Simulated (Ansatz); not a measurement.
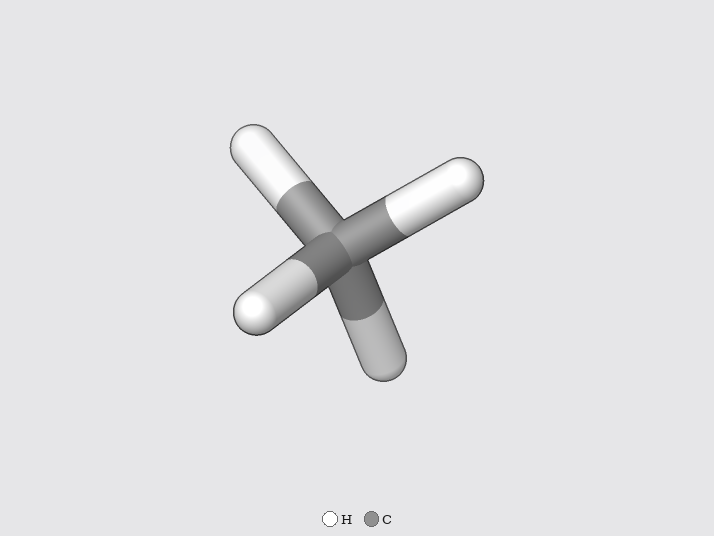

The picture shows a molecular structure as a stick model.

Question: Count the atoms of each element.

Answer: CH4, 5 atoms: 1 carbon and 4 hydrogen.

Question: How many sets of symmetry-equivalent atoms are there?

Answer: 2: 4 H, 1 C.

Question: Give the symmetry (Schoenflies symbol).

Answer: Td.

Question: Count the bonded pairs by element.

Answer: 4 C–H. Sticks follow a distance rule.

More results for the same structure follow; atom numbers are the same in all pictures, views and colours differ. The computed structure is the end point of a PBE0-D4/def2-TZVP optimisation.

## Geometry

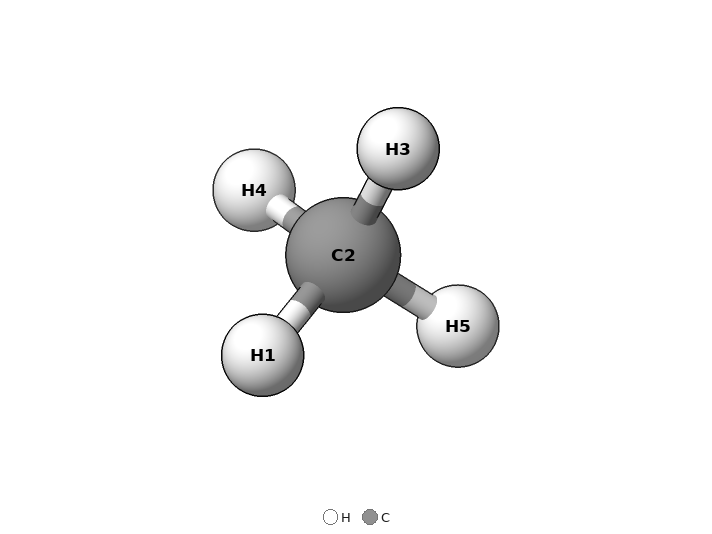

Numbered structure.

Which atoms are bonded, and how long are the bonds?

```tsv
bond	length (Å)
H1–C2	1.090
C2–H3	1.090
C2–H4	1.090
C2–H5	1.090
```

## Vibrations

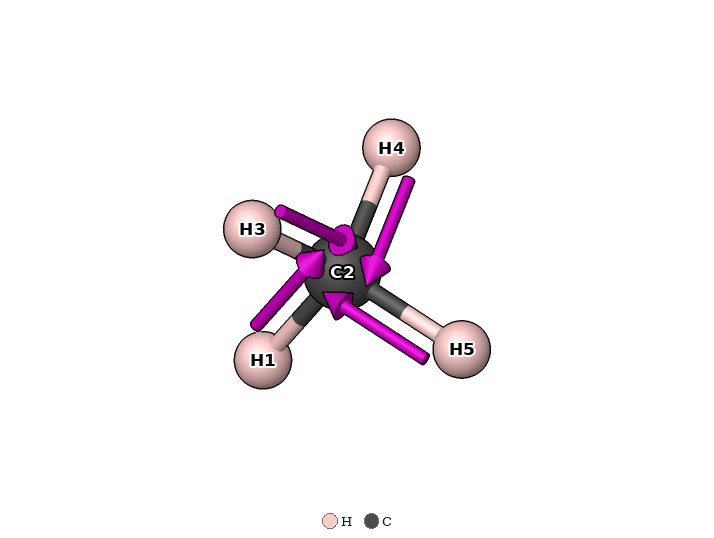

The arrows show one normal mode. Harmonic vibrations computed with RKS PBE0-D4/def2-TZVP (Ansatz 0.2.0) at a stationary point of the same level.

Question: What kind of motion is it?

Answer: Mostly in-phase stretching of 4 C–H bonds.

Question: At what wavenumber does it lie?

Answer: 3047 cm⁻¹; it is mode 6 of 9 counted from the lowest.

## Electronic properties

Method: RKS PBE0-D4/def2-TZVPP (Ansatz 0.2.0).

Predict the main results.

- HOMO energy (Kohn–Sham orbital): −10.98 eV
- LUMO energy (Kohn–Sham orbital): 1.70 eV
- HOMO–LUMO gap: 12.68 eV

## Charges

The questions are on Mulliken charges. Properties computed with RKS PBE0-D4/def2-TZVP (Ansatz 0.2.0).

Give the Mulliken charges atom by atom.

| atom | value (e) |
| --- | --- |
| H1 | 0.13 |
| C2 | −0.53 |
| H3 | 0.13 |
| H4 | 0.13 |
| H5 | 0.13 |

Mulliken values depend strongly on the basis set and can even reverse the polarity of a bond.
